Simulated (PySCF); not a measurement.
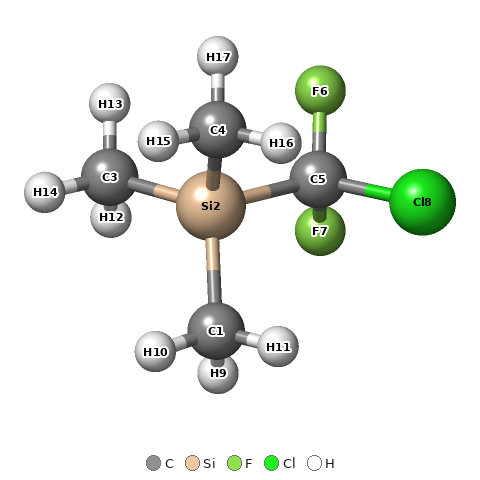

Structure of C₄H₉ClF₂Si (TMS-CClF2), SMILES C[Si](C)(C)C(F)(F)Cl.

Kohn-Sham orbital energies near the frontier, CAM-B3LYP/def2-SVPD, PySCF 2.14.0, at a PBE0-D3(BJ)/def2-SVP geometry (no frequency check), isolated molecule; empty levels in grey, levels within 0.03 eV side by side.

Where do the frontier orbitals lie?

Answer. HOMO at −9.94 eV, LUMO at 0.95 eV, 10.88 eV apart.

How far below the HOMO does the next level lie?

Answer. 0.55 eV.

List the levels with the atoms that carry most of them (a dash for levels above zero or within 0.03 eV of another, where shares mean little).

Answer.
```csv
orbital,energy (eV),Löwdin shares
LUMO+1,1.18,–
LUMO,0.95,–
HOMO,−9.94,"Cl8 36 %, C5 20 %, Si2 13 %"
HOMO−1,−10.49,–
HOMO−2,−10.50,–
```

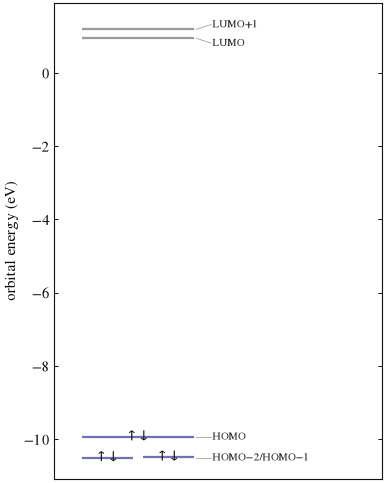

Known limits of this run: empty levels above zero depend strongly on the basis.
